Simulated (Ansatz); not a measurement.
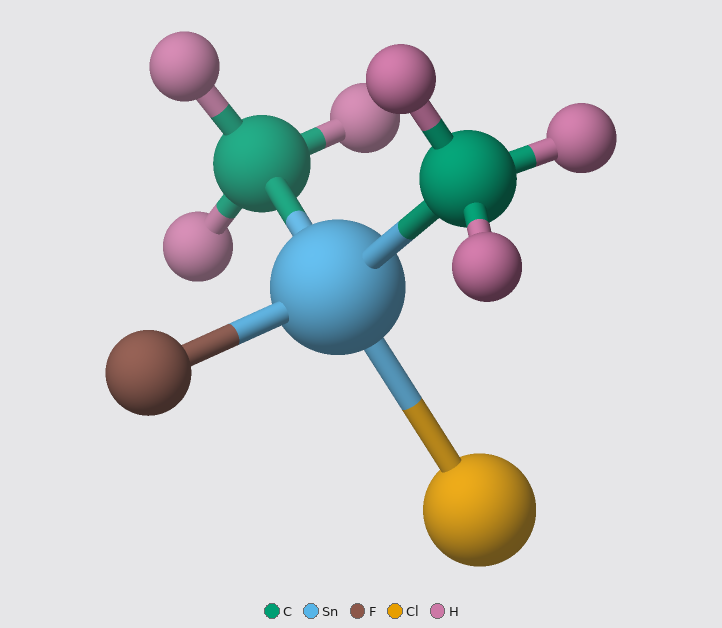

The geometry was computed by an optimisation with PBE-D4/def2-SVP. No frequency run is at hand to confirm it as a minimum. Level of theory: RKS PBE-D4/def2-SVP, core potentials on Sn (Ansatz 0.2.0).

Computed properties:

The species is C₂H₆ClFSn (`[CH3][Sn]([CH3])([F])[Cl]`).
- dipole moment: 3.97 D
- dispersion correction: −23.2 kJ/mol
